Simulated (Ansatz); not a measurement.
# C2H5BClN: geometry and vibrations

The task is to find a stationary geometry of C2H5BClN, check the end point by its vibrations and derive ideal-gas thermochemistry, and look at its orbitals and charge.

The runs use Ansatz 0.2.0, Gaussian basis; RKS PBE0-D4/def2-TZVP.

Plan: relaxation at PBE-D4/def2-SVP; relaxation at PBE0-D4/def2-TZVP; harmonic vibrations at the same level; a single point in def2-TZVPP for the fields.

## (1) The starting structure

SMILES `CC(=N)BCl`, 10 atoms, charge 0, spin multiplicity 1.

Atoms are counted from 1 here; the program's logs count them from 0.

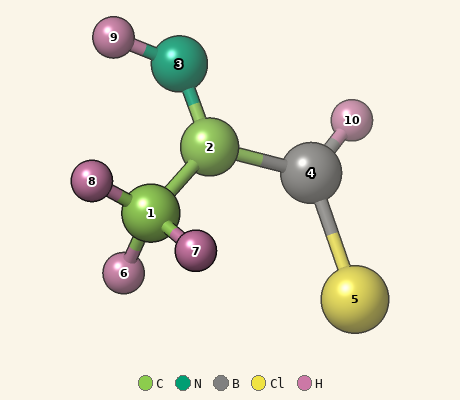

As it starts; carbon green, nitrogen teal, boron grey, chlorine yellow, hydrogen pink; atoms are numbered from 1 in the order of the file.

As a file:

| atom | x (Å) | y (Å) | z (Å) |
| --- | --- | --- | --- |
| C1 | -0.9594 | -0.6471 | 0.1191 |
| C2 | 0.3837 | -0.0493 | 0.1973 |
| N3 | 1.1872 | -0.4889 | 1.0571 |
| B4 | 0.9113 | 1.1364 | -0.7479 |
| Cl5 | -0.3169 | 1.8530 | -2.0007 |
| H6 | -1.7340 | 0.1714 | 0.4684 |
| H7 | -1.2187 | -0.8577 | -0.9425 |
| H8 | -1.0792 | -1.5049 | 0.7134 |
| H9 | 0.9760 | -1.2296 | 1.7682 |
| H10 | 1.9331 | 1.5655 | -0.6295 |

The start is a force-field geometry with small random shifts, so a cheaper pass at PBE-D4/def2-SVP comes first.

## (2) Geometry optimisation, PBE-D4/def2-SVP (cheap first pass)

Contents of in.yaml:

```yaml
crystal:
  periodic: [false, false, false]
  atoms:
    - {symbol: C, position_ang: [-0.959400, -0.647100, 0.119100]}
    - {symbol: C, position_ang: [0.383700, -0.049300, 0.197300]}
    - {symbol: N, position_ang: [1.187200, -0.488900, 1.057100]}
    - {symbol: B, position_ang: [0.911300, 1.136400, -0.747900]}
    - {symbol: Cl, position_ang: [-0.316900, 1.853000, -2.000700]}
    - {symbol: H, position_ang: [-1.734000, 0.171400, 0.468400]}
    - {symbol: H, position_ang: [-1.218700, -0.857700, -0.942500]}
    - {symbol: H, position_ang: [-1.079200, -1.504900, 0.713400]}
    - {symbol: H, position_ang: [0.976000, -1.229600, 1.768200]}
    - {symbol: H, position_ang: [1.933100, 1.565500, -0.629500]}
basis:
  gaussian: {orbitals: def2-SVP}
hamiltonian: {xc: pbe, dispersion: d4}
relax: {f_tol: 0.03, max_steps: 200}
```

Command:

```sh
$ ansatz run in.yaml --threads 4 --pin off --events-out ev --progress --plain --max-ram 10444MiB
```

Standard output, cut to the lines that bear on the results:

```text
Functional definition: PBE
  name "PBE"
  cite "Perdew, Burke & Ernzerhof, Phys. Rev. Lett. 77, 3865 (1996) doi:10.1103/PhysRevLett.77.3865"
  parent pbe
[...]
1127 factors; their error is unknown
[...]
mean field -16825.92525923 eV, -618.3413482550 hartree, gradient 1.7e-5 eV, S^2 0.000000; 0 other end points of the search recorded, 0 dependent functions left out
[...]
reference -16825.92529254 eV, -618.3413494790 hartree; 23, 23 occupied and 76, 76 virtual orbitals, 1127 factors
relax step   1: F+E_penalty+E_count = -16826.12966684 eV  Δ(F+E_penalty+E_count) = +0.000e0 eV  max|allowed force component| = 4.127e0 eV/Å  Δτ_max = 0.0000 Å  (30 SCF iters, accepted)
[...]
relax step   3: F+E_penalty+E_count = -16826.81652911 eV  Δ(F+E_penalty+E_count) = -7.725e-2 eV  max|allowed force component| = 8.549e-1 eV/Å  Δτ_max = 0.1209 Å  (31 SCF iters, accepted)
[...]
relax step   5: F+E_penalty+E_count = -16826.88378534 eV  Δ(F+E_penalty+E_count) = -2.778e-3 eV  max|allowed force component| = 3.730e-1 eV/Å  Δτ_max = 0.0408 Å  (31 SCF iters, accepted)
[...]
relax step   7: F+E_penalty+E_count = -16826.89142797 eV  Δ(F+E_penalty+E_count) = -1.654e-3 eV  max|allowed force component| = 6.162e-2 eV/Å  Δτ_max = 0.0501 Å  (30 SCF iters, accepted)
[...]
relax step   8: F+E_penalty+E_count = -16826.89217022 eV  Δ(F+E_penalty+E_count) = -7.422e-4 eV  max|allowed force component| = 3.483e-2 eV/Å  Δτ_max = 0.0261 Å  (31 SCF iters, accepted)
[...]
relax step   9: F+E_penalty+E_count = -16826.89227841 eV  Δ(F+E_penalty+E_count) = -1.082e-4 eV  max|allowed force component| = 1.864e-2 eV/Å  Δτ_max = 0.0138 Å  (30 SCF iters, accepted)
1127 factors; their error is unknown
[...]
mean field -16826.68617515 eV, -618.3693113991 hartree, gradient 2.9e-5 eV, S^2 0.000000; 1 other end points of the search recorded, 0 dependent functions left out
[...]
reference -16826.68620814 eV, -618.3693126115 hartree; 23, 23 occupied and 76, 76 virtual orbitals, 1127 factors
Total energy: -16826.89231140 eV, -618.3768867669 hartree
Atom 0 at    -1.005128    -0.624221     0.121243 Å, force     0.000119     0.009652    -0.006622 eV/Å
Atom 1 at     0.388028    -0.047408     0.215121 Å, force    -0.003318    -0.018643     0.015576 eV/Å
Atom 2 at     1.308739    -0.450066     1.035447 Å, force     0.014514     0.003441     0.002876 eV/Å
Atom 3 at     0.856738     1.143099    -0.711691 Å, force    -0.002198    -0.000965    -0.001562 eV/Å
Atom 4 at    -0.253888     1.850313    -1.879632 Å, force    -0.001190    -0.000641     0.000232 eV/Å
Atom 5 at    -1.766377     0.159718     0.318540 Å, force    -0.006871    -0.000312    -0.004214 eV/Å
Atom 6 at    -1.209445    -0.989798    -0.906971 Å, force    -0.007185    -0.001114    -0.003653 eV/Å
Atom 7 at    -1.155158    -1.458612     0.836373 Å, force     0.007767     0.005149     0.000471 eV/Å
Atom 8 at     0.943669    -1.231710     1.621756 Å, force    -0.001717     0.003750    -0.005682 eV/Å
Atom 9 at     1.975923     1.597485    -0.647286 Å, force     0.000079    -0.000319     0.002579 eV/Å
Dipole moment:    -0.393673    -0.240050     0.047843 e Å
```

Wall time 8.5 s (4 threads, shared host).

Along the way:

| step | energy from step 1 (eV) | largest force component (eV/Å) |
| --- | --- | --- |
| 1 | 0.0000 | 4.1273 |
| 2 | -0.6096 | 1.4794 |
| 3 | -0.6869 | 0.8549 |
| 4 | -0.7513 | 0.2775 |
| 5 | -0.7541 | 0.3730 |
| 6 | -0.7601 | 0.1146 |
| 7 | -0.7618 | 0.0616 |
| 8 | -0.7625 | 0.0348 |
| 9 | -0.7626 | 0.0186 |

Distances of close pairs at the start and the end, largest changes first:

| bond | before (Å) | after (Å) | change (Å) |
| --- | --- | --- | --- |
| B4–Cl5 | 1.895 | 1.760 | -0.135 |
| B4–H10 | 1.115 | 1.210 | +0.095 |
| C1–H6 | 1.180 | 1.110 | -0.069 |
| C1–H8 | 1.050 | 1.109 | +0.059 |
| C2–N3 | 1.256 | 1.297 | +0.041 |
| C1–C2 | 1.472 | 1.511 | +0.039 |
| C2–B4 | 1.606 | 1.580 | -0.026 |
| N3–H9 | 1.048 | 1.043 | -0.005 |

## (3) Relaxation at PBE0-D4/def2-TZVP

Contents of in.yaml:

```yaml
crystal:
  periodic: [false, false, false]
  atoms:
    - {symbol: C, position_ang: [-1.005128, -0.624221, 0.121243]}
    - {symbol: C, position_ang: [0.388028, -0.047408, 0.215121]}
    - {symbol: N, position_ang: [1.308739, -0.450066, 1.035447]}
    - {symbol: B, position_ang: [0.856738, 1.143099, -0.711691]}
    - {symbol: Cl, position_ang: [-0.253888, 1.850313, -1.879632]}
    - {symbol: H, position_ang: [-1.766377, 0.159718, 0.318540]}
    - {symbol: H, position_ang: [-1.209445, -0.989798, -0.906971]}
    - {symbol: H, position_ang: [-1.155158, -1.458612, 0.836373]}
    - {symbol: H, position_ang: [0.943669, -1.231710, 1.621756]}
    - {symbol: H, position_ang: [1.975923, 1.597485, -0.647286]}
basis:
  gaussian: {orbitals: def2-TZVP}
hamiltonian: {xc: pbe0, dispersion: d4}
relax: {f_tol: 0.005, max_steps: 150}
```

Same command.

Standard output, cut to the lines that bear on the results:

```text
Functional definition: PBE0
  name "PBE0"
  cite "Adamo & Barone, J. Chem. Phys. 110, 6158 (1999) doi:10.1063/1.478522"
  cite "Perdew, Burke & Ernzerhof, Phys. Rev. Lett. 77, 3865 (1996) doi:10.1103/PhysRevLett.77.3865"
  parent pbe
[...]
1172 factors; their error is unknown
[...]
mean field -16837.24303489 eV, -618.7572688388 hartree, gradient 1.4e-5 eV, S^2 0.000000; 0 other end points of the search recorded, 0 dependent functions left out
[...]
reference -16837.24306554 eV, -618.7572699652 hartree; 23, 23 occupied and 168, 168 virtual orbitals, 1172 factors
relax step   1: F+E_penalty+E_count = -16837.41692776 eV  Δ(F+E_penalty+E_count) = +0.000e0 eV  max|allowed force component| = 1.155e0 eV/Å  Δτ_max = 0.0000 Å  (29 SCF iters, accepted)
[...]
Atom 0 at    -0.998072    -0.617410     0.120919 Å, force    -0.000426     0.000343     0.000579 eV/Å
Atom 1 at     0.385115    -0.047461     0.213687 Å, force    -0.000454    -0.001790     0.001025 eV/Å
Atom 2 at     1.287964    -0.454803     1.021761 Å, force     0.000256    -0.000605     0.000807 eV/Å
Atom 3 at     0.849564     1.137888    -0.706466 Å, force     0.000580     0.001835    -0.001211 eV/Å
Atom 4 at    -0.247604     1.835994    -1.869391 Å, force    -0.000479     0.000079    -0.000576 eV/Å
Atom 5 at    -1.745907     0.157691     0.310824 Å, force    -0.000120     0.000042    -0.000285 eV/Å
Atom 6 at    -1.193517    -0.988383    -0.889164 Å, force     0.000301     0.000116    -0.000163 eV/Å
Atom 7 at    -1.142148    -1.432635     0.833220 Å, force     0.000450     0.000152     0.000066 eV/Å
Atom 8 at     0.939931    -1.226139     1.601229 Å, force     0.000071     0.000388    -0.000775 eV/Å
Atom 9 at     1.947775     1.584059    -0.633719 Å, force    -0.000179    -0.000561     0.000534 eV/Å
Dipole moment:    -0.389321    -0.242733     0.051927 e Å
```

Run time: 15 s. Hardware: 4 threads, shared host.

Along the way:

| step | energy from step 1 (eV) | largest force component (eV/Å) |
| --- | --- | --- |
| 1 | 0.0000 | 1.1548 |
| 2 | -0.0407 | 0.3581 |
| 3 | -0.0446 | 0.0717 |
| 4 | -0.0449 | 0.0205 |
| 5 | -0.0449 | 0.0070 |
| 6 | -0.0449 | 0.0018 |

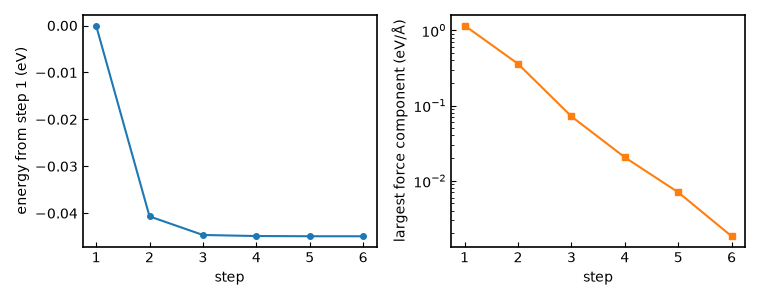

Energy and force, step by step.

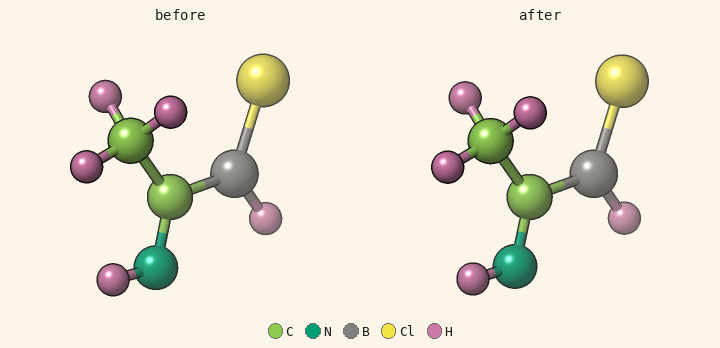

Before and after, at one scale.

Distances of close pairs at the start and the end, largest changes first:

| bond | before (Å) | after (Å) | change (Å) |
| --- | --- | --- | --- |
| B4–H10 | 1.210 | 1.188 | -0.022 |
| C2–N3 | 1.297 | 1.278 | -0.019 |
| N3–H9 | 1.043 | 1.026 | -0.017 |
| C1–H8 | 1.109 | 1.092 | -0.017 |
| C1–H6 | 1.110 | 1.094 | -0.017 |
| C1–H7 | 1.110 | 1.094 | -0.017 |
| B4–Cl5 | 1.760 | 1.745 | -0.015 |
| C1–C2 | 1.511 | 1.499 | -0.012 |

Mulliken charges of the relaxed molecule (report file):

| atom | value (e) |
| --- | --- |
| C1 | -0.35 |
| C2 | -0.03 |
| N3 | -0.28 |
| B4 | 0.14 |
| Cl5 | -0.12 |
| H6 | 0.14 |
| H7 | 0.14 |
| H8 | 0.11 |
| H9 | 0.19 |
| H10 | 0.05 |

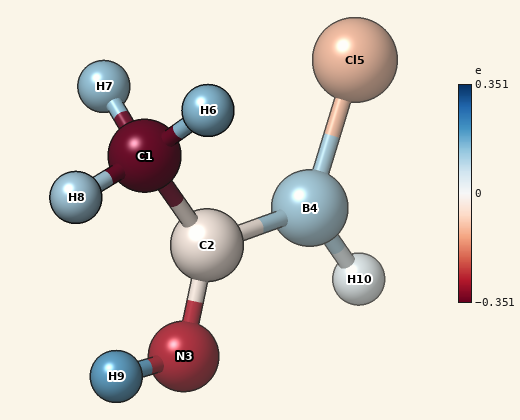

Mulliken charges of the relaxed molecule (report file), as colours on the atoms.

## (4) Vibrations by finite differences

Contents of in.yaml:

```yaml
crystal:
  periodic: [false, false, false]
  atoms:
    - {symbol: C, position_ang: [-0.998072, -0.617410, 0.120919]}
    - {symbol: C, position_ang: [0.385115, -0.047461, 0.213687]}
    - {symbol: N, position_ang: [1.287964, -0.454803, 1.021761]}
    - {symbol: B, position_ang: [0.849564, 1.137888, -0.706466]}
    - {symbol: Cl, position_ang: [-0.247604, 1.835994, -1.869391]}
    - {symbol: H, position_ang: [-1.745907, 0.157691, 0.310824]}
    - {symbol: H, position_ang: [-1.193517, -0.988383, -0.889164]}
    - {symbol: H, position_ang: [-1.142148, -1.432635, 0.833220]}
    - {symbol: H, position_ang: [0.939931, -1.226139, 1.601229]}
    - {symbol: H, position_ang: [1.947775, 1.584059, -0.633719]}
basis:
  gaussian: {orbitals: def2-TZVP}
hamiltonian: {xc: pbe0, dispersion: d4}
phonons: {temperatures: {t_min: 298.15, t_max: 900, t_step: 200}}
```

Same command.

Standard output, cut to the lines that bear on the results:

```text
Functional definition: PBE0
  name "PBE0"
  cite "Adamo & Barone, J. Chem. Phys. 110, 6158 (1999) doi:10.1063/1.478522"
  cite "Perdew, Burke & Ernzerhof, Phys. Rev. Lett. 77, 3865 (1996) doi:10.1103/PhysRevLett.77.3865"
  parent pbe
[...]
1172 factors; their error is unknown
[...]
mean field -16837.28677815 eV, -618.7588763742 hartree, gradient 2.4e-5 eV, S^2 0.000000; 0 other end points of the search recorded, 0 dependent functions left out
[...]
reference -16837.28680863 eV, -618.7588774942 hartree; 23, 23 occupied and 168, 168 virtual orbitals, 1172 factors
[...]
1172 factors; their error is unknown
mean field -16837.28661026 eV, -618.7588702042 hartree, gradient 1.8e-6 eV, S^2 0.000000; 0 other end points of the search recorded, 0 dependent functions left out
[...]
reference -16837.28664073 eV, -618.7588713242 hartree; 23, 23 occupied and 168, 168 virtual orbitals, 1172 factors
[...]
Atom 3 at     0.849564     1.137888    -0.706466 Å, force     0.000550     0.001833    -0.001223 eV/Å
Atom 4 at    -0.247604     1.835994    -1.869391 Å, force    -0.000465     0.000073    -0.000563 eV/Å
Atom 5 at    -1.745907     0.157691     0.310824 Å, force    -0.000108     0.000029    -0.000286 eV/Å
Atom 6 at    -1.193517    -0.988383    -0.889164 Å, force     0.000309     0.000126    -0.000137 eV/Å
Atom 7 at    -1.142148    -1.432635     0.833220 Å, force     0.000439     0.000147     0.000066 eV/Å
Atom 8 at     0.939931    -1.226139     1.601229 Å, force     0.000096     0.000424    -0.000798 eV/Å
Atom 9 at     1.947775     1.584059    -0.633719 Å, force    -0.000165    -0.000555     0.000535 eV/Å
Dipole moment:    -0.389321    -0.242734     0.051927 e Å
Vibrations: 40.39 151.28 181.54 385.37 414.23 478.70 755.54 781.53 869.48 902.87 1005.74 1072.82 1089.97 1165.46 1375.64 1407.18 1457.05 1466.45 1684.30 2697.74 3044.54 3114.52 3133.08 3394.58 cm⁻¹, zero-point energy 1.988088 eV
```

It took 91 s on 4 threads, shared host.

Motions are named by where the mode's potential energy lies. The modes, unscaled (a negative number is an imaginary wavenumber):

| mode | cm⁻¹ | motion |
| --- | --- | --- |
| 1 | 40 | torsion |
| 2 | 151 | torsion |
| 3 | 182 | bend |
| 4 | 385 | bend |
| 5 | 414 | torsion |
| 6 | 479 | bend |
| 7 | 756 | C–C and B–C stretch |
| 8 | 782 | torsion |
| 9 | 869 | B–Cl stretch with bend |
| 10 | 903 | torsion |
| 11 | 1006 | bend |
| 12 | 1073 | bend |
| 13 | 1090 | torsion with bend |
| 14 | 1165 | bend with B–C stretch |
| 15 | 1376 | bend |
| 16 | 1407 | bend |
| 17 | 1457 | bend |
| 18 | 1466 | bend |
| 19 | 1684 | C–N stretch |
| 20 | 2698 | B–H stretch |
| 21 | 3045 | C–H stretch |
| 22 | 3115 | C–H stretch |
| 23 | 3133 | C–H stretch |
| 24 | 3395 | N–H stretch |

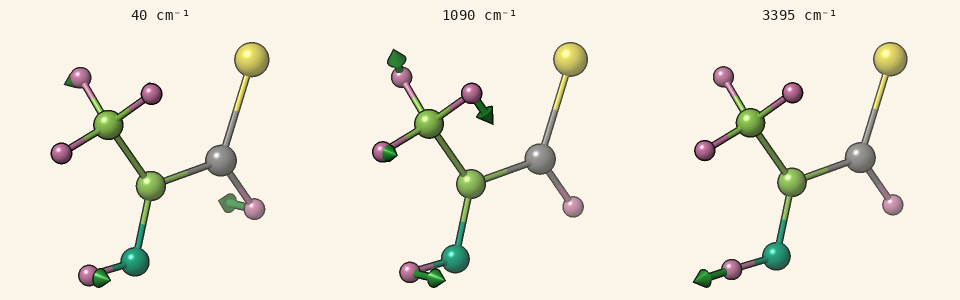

How the atoms move in 3 of the modes.

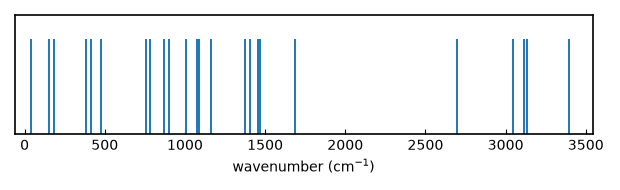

The harmonic wavenumbers as sticks (no intensities were computed).

Ideal gas, rigid rotor and harmonic oscillator at 298.15 K and 1 bar, with symmetry number 1:

| term | value |
| --- | --- |
| zero-point energy | 191.8 kJ/mol |
| H(298) − E | 210.6 kJ/mol |
| entropy, translation | 164.9 J/(mol K) |
| entropy, rotation | 111.2 J/(mol K) |
| entropy, vibration | 58.4 J/(mol K) |
| entropy, total | 334.5 J/(mol K) |

## (5) Fields at the relaxed geometry

in.yaml, as its differences from that of step 4:

```diff
@@ -14,4 +14,4 @@
 basis:
-  gaussian: {orbitals: def2-TZVP}
+  gaussian: {orbitals: def2-TZVPP}
 hamiltonian: {xc: pbe0, dispersion: d4}
-phonons: {temperatures: {t_min: 298.15, t_max: 900, t_step: 200}}
+output: {orbitals: {seedname: orbitals}}
```

Launched as before.

Standard output:

```text
Functional definition: PBE0
  name "PBE0"
  cite "Adamo & Barone, J. Chem. Phys. 110, 6158 (1999) doi:10.1063/1.478522"
  cite "Perdew, Burke & Ernzerhof, Phys. Rev. Lett. 77, 3865 (1996) doi:10.1103/PhysRevLett.77.3865"
  parent pbe
  parameter a = 0.25
  parameter kappa = 0.804
  parameter beta = 0.06672455060314922
  exchange = (1 - a)*pbe_x(kappa = kappa, mu = beta*pi^2/3) + a*exact_x
  correlation = pbe_c(beta = beta)
1304 factors; their error is unknown
mean field evaluation 1: about -16829.8058 eV, gradient 5.7e1 eV
mean field evaluation 2: about -16824.8181 eV, gradient 7.1e1 eV
mean field evaluation 4: about -16837.2190 eV, gradient 6.7e0 eV
mean field evaluation 8: about -16837.3425 eV, gradient 4.8e-1 eV
mean field evaluation 16: about -16837.3428 eV, gradient 6.6e-5 eV
mean field -16837.34282289 eV, -618.7609359803 hartree, gradient 6.6e-5 eV, S^2 0.000000; 0 other end points of the search recorded, 0 dependent functions left out
reference -16837.34285377 eV, -618.7609371153 hartree; 23, 23 occupied and 213, 213 virtual orbitals, 1304 factors
Total energy: -16837.51792277 eV, -618.7673707821 hartree
```

Wall time 2 s (4 threads, shared host); peak memory 0.56 GiB.

Orbitals, density, ELF and potential are computed afterwards from the orbital file.

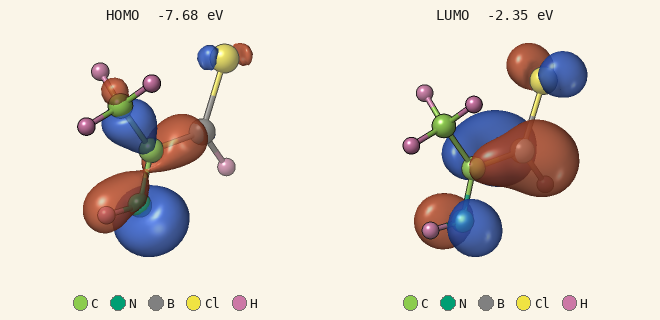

PBE0-D4/def2-TZVPP orbitals near the gap, drawn at the value that encloses 70 % of each; the two colours are the two signs.

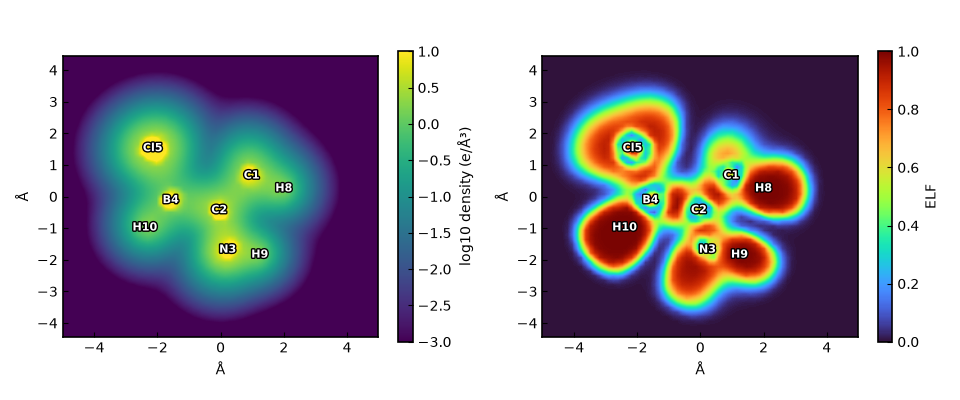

Density (left) and ELF (right) in a plane through or near 8 of the atoms.

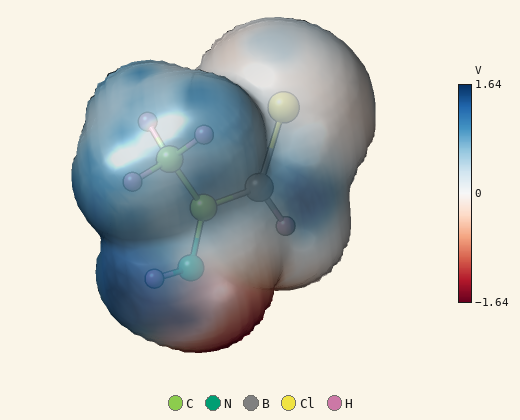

The potential that a unit positive charge feels on the 0.002 e/bohr³ surface, from the 1st to the 99th percentile, from -1.64 V near N3 to 1.38 V near H9.

## (6) Outcome

```
                  quantity            value
               point group               Cs
                     steps            9 + 6
shift from the start (rms)          0.119 Å
              total energy   -16837.4619 eV
           dispersion term         -175 meV
             dipole moment           2.22 D
lowest, highest wavenumber    40, 3395 cm⁻¹
         zero-point energy     191.8 kJ/mol
       entropy at 298.15 K  334.5 J/(mol K)
                HOMO, LUMO  -7.68, -2.35 eV
```

What this shows: The relaxed geometry lies 0.12 Å (rms) from the start; the bond that changed most is B4–Cl5, from 1.895 to 1.745 Å. All wavenumbers are real, so the end point is a minimum. The stiffest mode, 3395 cm⁻¹, is an N–H stretch, and 3 modes under 200 cm⁻¹ make the vibrational entropy uncertain. Harmonic hybrid wavenumbers usually lie a few per cent above measured fundamentals. The largest Mulliken charge, -0.35 e, sits on C1. The HOMO lies mostly on N3 52 %; H9 11 % and the LUMO on B4 41 %; N3 21 %.
